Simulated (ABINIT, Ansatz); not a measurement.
# Converging GW for CsGeBr3 (Pm-3m) in ABINIT, part 2 of 2

Wanted: a converged G0W0 gap of CsGeBr3 (Pm-3m), or an estimate of the limit.

ABINIT 10.8.3; PBEsol and many-body steps on it, plane waves. Known limits of the many-body steps: not at the basis limit; screening runs away on this mesh; no spin-orbit coupling; coarse k mesh.

So far. Step 3 (Screening, 2×2×2 mesh, 90 bands, screening to 76.2 eV): Local fields lower ε∞ by 24 %. The value itself is an artefact of the mesh, where one narrow direct gap carries too much weight. Step 4 (90 bands, 76.2 eV): The gap on the mesh goes from 0.50 eV to 1.98 eV, a correction of +1.49 eV.

**6. 201 bands, 141.5 eV**

This step: G0W0 on PBEsol, plane waves, norm-conserving pseudopotentials.

Input file run.abi:

```
acell 3*1.0 Angstrom
rprim 
  5.533327140000 0.000000000000 0.000000000000
  0.000000000000 5.533327140000 0.000000000000
  0.000000000000 0.000000000000 5.533327140000
ntypat 3
znucl 55 32 35
natom 5
typat 1 2 3 3 3
xred 
  0.000000000000 0.000000000000 0.000000000000
  0.500000000000 0.500000000000 0.500000000000
  0.500000000000 0.500000000000 0.000000000000
  0.500000000000 0.000000000000 0.500000000000
  0.000000000000 0.500000000000 0.500000000000
pp_dirpath "pseudos"
pseudos "Cs.upf, Ge.upf, Br.upf"
ecut 56
ngkpt 2 2 2
nshiftk 1
shiftk 0 0 0
kptopt 1
chksymbreak 0
istwfk *1
occopt 1
irdwfk 1
optdriver 4
nband 201
gwcalctyp 0
ecutsigx 56
symsigma 1
nkptgw 2
kptgw 
  0.5000000000 0.5000000000 0.5000000000
  0.0000000000 0.0000000000 0.0000000000
bdgw 
  38 44
  39 44
ecuteps 5.2
irdscr 1
ppmodel 1
indata_prefix "in"
outdata_prefix "out"
tmpdata_prefix "tmp"
```

On the command line:

```bash
> OMP_NUM_THREADS=1 mpirun -n 4 abinit run.abi > log
```

Numbers of over 12 decimals in the logs are rounded to 6 here.

Output:

```text
.Version 10.8.3 of ABINIT. v10.8.2 released Aug 2026.

 Symmetries : space group Pm -3 m (#221); Bravais cP (primitive cubic)
[... echo of the input left out ...]
== DATASET  1 ==================================================================
-   mpi_nproc: 4, omp_nthreads: 1 (-1 if OMP is not activated)

--- !DatasetInfo
iteration_state: {dtset: 1, }
dimensions: {natom: 5, nkpt: 4, mband: 201, nsppol: 1, nspinor: 1, nspden: 1, mpw: 22983, }
cutoff_energies: {ecut:  56.0, pawecutdg:  -1.0, }
electrons: {nelect:   8.20000000E+01, charge:   0.00000000E+00, occopt:   1.00000000E+00, tsmear:   1.00000000E-02, }

 SIGMA: Calculation of the GW corrections

 Based on a program developped by R.W. Godby, V. Olevano, G. Onida, and L. Reining.
 Incorporated in ABINIT by V. Olevano, G.-M. Rignanese, and M. Torrent.
.Using double precision arithmetic ; gwpc =  8

[... cell and pseudopotentials left out ...]
--------------------------------------------------------------------------------

 ==== K-mesh for the wavefunctions ====
 Number of points in the irreducible wedge :     4
[... list of points left out ...]
 Together with 48 symmetry operations and time-reversal symmetry
 yields     8 points in the full Brillouin Zone.

 ==== Q-mesh for screening function ====
 Number of points in the irreducible wedge :     4
[... list of points left out ...]
 Together with 48 symmetry operations and time-reversal symmetry
 yields     8 points in the full Brillouin Zone.

 vcoul_init : cutoff-mode = AUXILIARY_FUNCTION
 q-points for optical limit:   1
     1)      0.000010    0.000020    0.000030
 setmesh: FFT mesh size selected  =    72x   72x   72
          total number of points  =       373248

 Number of electrons calculated from density =   82.0000; Expected =   82.0000
[...]
number of omega for Sigma on real axis              0
 max omega for Sigma on real axis  [eV]           0.00
 zcut for avoiding poles [eV]                     0.10

 EPSILON^-1 parameters (SCR file):
 dimension of the eps^-1 matrix on file            619
 dimension of the eps^-1 matrix used               619
 number of plane-waves for wavefunctions         22983
 number of bands                                   201
 number of q-points in IBZ                           4
 number of frequencies                               2
 number of real frequencies                          1
 number of imag frequencies                          1

 matrix elements of self-energy operator (all in [eV])

 Perturbative Calculation

--- !SelfEnergy_ee
iteration_state: {dtset: 1, }
kpoint     : [   0.500,    0.500,    0.500, ]
spin       : 1
KS_gap     :    0.496
QP_gap     :    1.840
Delta_QP_KS:    1.344
data: !SigmaeeData |
     Band     E0 <VxcDFT>   SigX SigC(E0)      Z dSigC/dE  Sig(E)    E-E0       E
       38   0.945 -14.884 -19.795   3.220   0.782  -0.279 -16.206  -1.322  -0.377
       39   0.945 -14.884 -19.795   3.220   0.782  -0.279 -16.206  -1.322  -0.377
       40   0.945 -14.884 -19.795   3.220   0.782  -0.279 -16.206  -1.322  -0.377
[...]
--- !SelfEnergy_ee
iteration_state: {dtset: 1, }
kpoint     : [   0.000,    0.000,    0.000, ]
spin       : 1
KS_gap     :    5.251
QP_gap     :    6.719
Delta_QP_KS:    1.468
data: !SigmaeeData |
     Band     E0 <VxcDFT>   SigX SigC(E0)      Z dSigC/dE  Sig(E)    E-E0       E
[...]
43   6.519  -7.189  -3.213  -3.575   0.833  -0.200  -6.855   0.334   6.853
       44   6.519  -7.189  -3.213  -3.575   0.833  -0.200  -6.855   0.334   6.853

== END DATASET(S) ==============================================================
================================================================================

 -outvars: echo values of variables after computation  --------
           etotal      0.0000000000E+00
            nband         201
             nkpt           4
          spgroup         221
 [... the other variables as echoed above ...]

 Calculation completed.
```

Run time: 60 s. Hardware: 4 MPI ranks of Arm Neoverse V1, shared host; peak memory 3.1 GiB.

This step gave:

- G0W0 gap on the points computed: 1.841 eV
- starting gap on the mesh: 0.4958 eV
- k of the valence top: 0.5, 0.5, 0.5
- k of the conduction bottom: 0.5, 0.5, 0.5
- Z at the valence top: 0.787
- Z at the conduction bottom: 0.794
- least direct G0W0 gap on the computed points: 1.841 eV

Against G0W0 in ABINIT (2×2×2 mesh, 90 bands, screening to 76.2 eV, Godby-Needs plasmon pole), the gap moves by −0.140 eV.

**7. Screening, 2×2×2 mesh, 434 bands, screening to 217.7 eV**

This step: RPA screening on PBEsol, plane waves, norm-conserving pseudopotentials.

Edit run.abi of step 6 so:

```diff
@@ -26,17 +26,8 @@
 irdwfk 1
-optdriver 4
-nband 201
-gwcalctyp 0
-ecutsigx 56
-symsigma 1
-nkptgw 2
-kptgw 
-  0.5000000000 0.5000000000 0.5000000000
-  0.0000000000 0.0000000000 0.0000000000
-bdgw 
-  38 44
-  39 44
-ecuteps 5.2
-irdscr 1
-ppmodel 1
+optdriver 3
+nband 434
+ecuteps 8
+inclvkb 2
+awtr 1
+symchi 1
 indata_prefix "in"
```

Output:

```text
.Version 10.8.3 of ABINIT. v10.8.2 released Aug 2026.

 Symmetries : space group Pm -3 m (#221); Bravais cP (primitive cubic)
[... echo of the input left out ...]
== DATASET  1 ==================================================================
-   mpi_nproc: 4, omp_nthreads: 1 (-1 if OMP is not activated)

--- !DatasetInfo
iteration_state: {dtset: 1, }
dimensions: {natom: 5, nkpt: 4, mband: 434, nsppol: 1, nspinor: 1, nspden: 1, mpw: 22983, }
cutoff_energies: {ecut:  56.0, pawecutdg:  -1.0, }
[...]
--------------------------------------------------------------------------------
[... chi0 elements left out ...]
 For q-point:  0.000010 0.000020 0.000030
  dielectric constant = 138.4125
  dielectric constant without local fields = 177.9246

  Average fulfillment of the sum rule on Im[epsilon] for q-point    1 :     65.57  [%]
[... wings left out ...]
  q-point number  2        q = ( 0.500000, 0.000000, 0.000000) [r.l.u.]
--------------------------------------------------------------------------------
[... chi0 elements left out ...]
  Average fulfillment of the sum rule on Im[epsilon] for q-point    2 :     69.40  [%]

 [... 2 further q-points ...]
```

It took 13 min on 4 MPI ranks; peak memory 6.6 GiB.

This step gave:

| Item | Value |
| --- | --- |
| ε∞ with local fields, on this mesh, along the program's q direction | 138.4 |
| the same without local fields | 177.9 |
| plasma frequency | 25.83 eV |
| plane waves in the screening matrix | 1237 |

**8. 434 bands, 217.7 eV**

This step: G0W0 on PBEsol, plane waves, norm-conserving pseudopotentials.

Edit run.abi of step 7 so:

```diff
@@ -26,8 +26,17 @@
 irdwfk 1
-optdriver 3
+optdriver 4
 nband 434
+gwcalctyp 0
+ecutsigx 56
+symsigma 1
+nkptgw 2
+kptgw 
+  0.5000000000 0.5000000000 0.5000000000
+  0.0000000000 0.0000000000 0.0000000000
+bdgw 
+  38 44
+  39 44
 ecuteps 8
-inclvkb 2
-awtr 1
-symchi 1
+irdscr 1
+ppmodel 1
 indata_prefix "in"
```

Output:

```text
.Version 10.8.3 of ABINIT. v10.8.2 released Aug 2026.

 Symmetries : space group Pm -3 m (#221); Bravais cP (primitive cubic)
[... echo of the input left out ...]
== DATASET  1 ==================================================================
-   mpi_nproc: 4, omp_nthreads: 1 (-1 if OMP is not activated)

--- !DatasetInfo
iteration_state: {dtset: 1, }
dimensions: {natom: 5, nkpt: 4, mband: 434, nsppol: 1, nspinor: 1, nspden: 1, mpw: 22983, }
cutoff_energies: {ecut:  56.0, pawecutdg:  -1.0, }
[...]
Band     E0 <VxcDFT>   SigX SigC(E0)      Z dSigC/dE  Sig(E)    E-E0       E
[...]
43   6.519  -7.189  -3.213  -3.732   0.833  -0.201  -6.986   0.203   6.722
       44   6.519  -7.189  -3.213  -3.732   0.833  -0.201  -6.986   0.203   6.722

== END DATASET(S) ==============================================================
================================================================================

 -outvars: echo values of variables after computation  --------
           etotal      0.0000000000E+00
            nband         434
             nkpt           4
          spgroup         221
 [... the other variables as echoed above ...]

 Calculation completed.
```

The job ended after 6.8 min (4 MPI ranks; peak memory 6.6 GiB; 27 min of CPU time).

This step gave:

```yaml
g0w0_gap_on_the_points_computed: 1.915 eV
starting_gap_on_the_mesh: 0.4958 eV
k_of_the_valence_top: 0.5, 0.5, 0.5
k_of_the_conduction_bottom: 0.5, 0.5, 0.5
least_direct_g0w0_gap_on_the_computed_points: 1.915 eV
```

Against G0W0 in ABINIT (2×2×2 mesh, 201 bands, screening to 141.5 eV, Godby-Needs plasmon pole), the gap moves by +0.074 eV.

**9. Side by side**

Times are wall times on 4 MPI ranks of Arm Neoverse V1, shared host, good to a factor of about two. A run's time includes the screening step that it read.

```csv
run,mesh,bands,screening cutoff (eV),DFT gap (eV),gap on the mesh (eV),direct (eV),ε∞ used,time
"90 bands, 76.2 eV",2×2×2,90,76.2,0.496,1.981,1.981,135.46,79 s
"201 bands, 141.5 eV",2×2×2,201,141.5,0.496,1.841,1.841,137.05,4.5 min
"434 bands, 217.7 eV",2×2×2,434,217.7,0.496,1.915,1.915,138.41,20 min
```

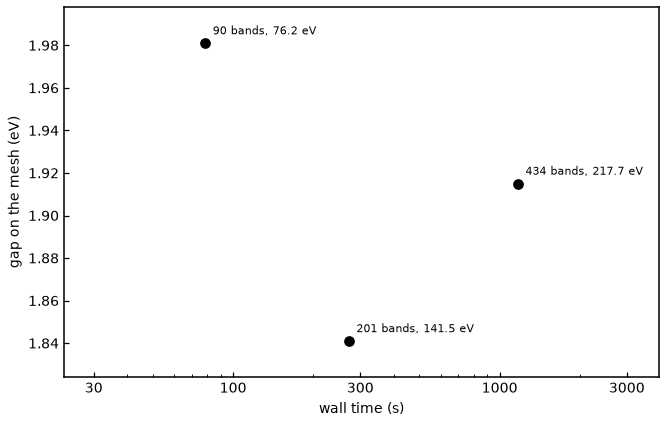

Result against wall time.

**10. Outcome**

| Item | Value |
| --- | --- |
| 90 bands, 76.2 eV | 1.981 eV |
| 201 bands, 141.5 eV | 1.841 eV |
| 434 bands, 217.7 eV | 1.915 eV |
| known limits | not at the basis limit; screening runs away on this mesh; no spin-orbit coupling; coarse k mesh |

From the first rung to the last the gap moves by −0.07 eV for 15 times the time. The gap turns back along the series, so no limit is drawn from it. In the G0W0 runs levels were corrected at 2 k points alone, so a gap called «on the mesh» is the least over those, and an edge elsewhere would be missed. The 2×2×2 mesh is coarse for this cell, which bears on the long-range parts of exchange and screening. This is the ideal cubic cell; many perovskites, halides above all, are cubic only on average, and local tilts or off-centring can widen the gap. On this mesh the RPA ε∞ passes 90, more than nearly any semiconductor shows; a coarse mesh does this where one point with a narrow direct gap carries much weight. The screening is then too strong, and the G0W0 gap should not be taken as the material's. The many-body steps are scalar-relativistic: spin-orbit coupling is not in them.

[Paths, hosts, dates, memory and timing lines, banners, echoed tables and standing remarks are left out of the program output.]

[Logs are printed without paths, hosts, clocks, repeated set-up lines and the standing remarks that a program may print on its own settings, such as how far it seeks lower states.]

[Runs of the session that timed out or met a known fault of the program may be left out.]

[Hosts, paths, dates, database ids (printed as entryN), source tags and the programs' standing remarks are cut or masked in the printed files.]

[G0W0 gaps are taken among the corrected bands and points alone; a level outside them can change the order at an edge.]

[Where Ansatz stands beside ABINIT at settings called matched, ABINIT's density can come from a denser mesh and the files from another edition; pairs whose starting gaps differed by over 0.03 eV were left out, so agreement reads better than it is.]
